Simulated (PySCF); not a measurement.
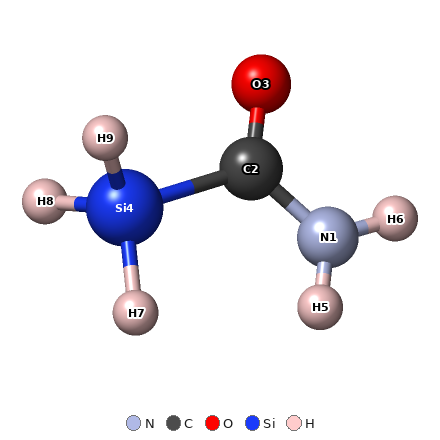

CH₅NOSi, SMILES NC(=O)[SiH3]. Vertical core-electron binding energies by ΔSCF (SCAN, pcX-2 on the ionised atom, pcseg-1 elsewhere, spin-free X2C; PySCF, at a GFN2-xTB geometry (no frequency check)), gas phase, against the vacuum level. One atom of each kind was ionised; within a panel, areas follow the number of like atoms and 2j + 1 (2p levels are split by first-order spin-orbit coupling, an approximation), each panel is scaled alone, Gaussians of 0.6 eV full width. Only the regions named are shown.

> Predict the Si 2p and O 1s photoelectron lines.

```tsv
level	atoms	binding energy (eV)
Si 2p1/2	Si4	107.7
Si 2p3/2	Si4	107.1
O 1s	O3	537.0
```

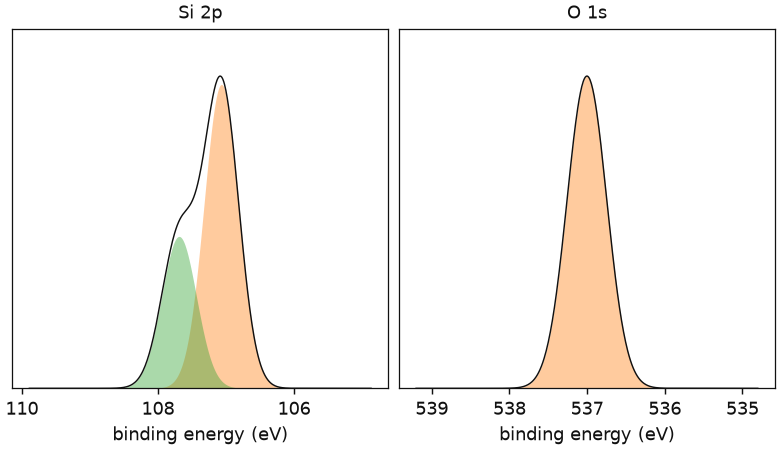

Note: the tight-binding geometry is rougher than a DFT one and adds to the error.
